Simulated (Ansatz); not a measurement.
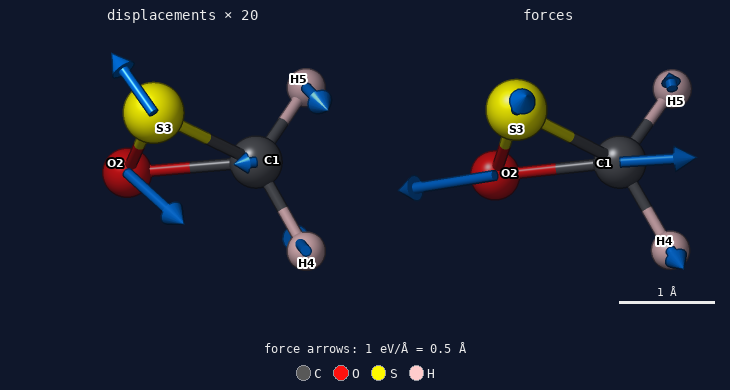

Left: CH2OS, with blue arrows for the displacements applied to it. Right: the displaced structure with the computed forces. Style: ball-and-stick. Shown at a tilt.

The calculation used RKS r2SCAN-D4/def2-TZVPP in Ansatz 0.2.0. 

Where do the forces point?

All atoms are moved at random (σ = 0.04 Å) from the PBE0-D4/def2-TZVP minimum. Energy change: +2.35 kcal/mol. The largest force is 2.6 eV/Å, on O2. The forces point partly back along the displacements (cosine −0.57). At other levels of theory the same distortion costs 2.89 kcal/mol (RKS PBE-D4/def2-TZVPP), 1.80 kcal/mol (RKS PBE0-D4/def2-TZVPP), 1.94 kcal/mol (RKS wB97M-V/def2-TZVPP), 2.56 kcal/mol (RHF-CCSD(T), frozen core/def2-TZVPP). Some distances before and after: C1–O2 1.390 → 1.345 Å, O2–S3 1.719 → 1.688 Å, C1–H4 1.088 → 1.075 Å, C1–H5 1.088 → 1.081 Å. Bond angles that change, for instance: S3–C1–H4 116.8° → 120.9°, O2–C1–H5 115.6° → 118.9°.
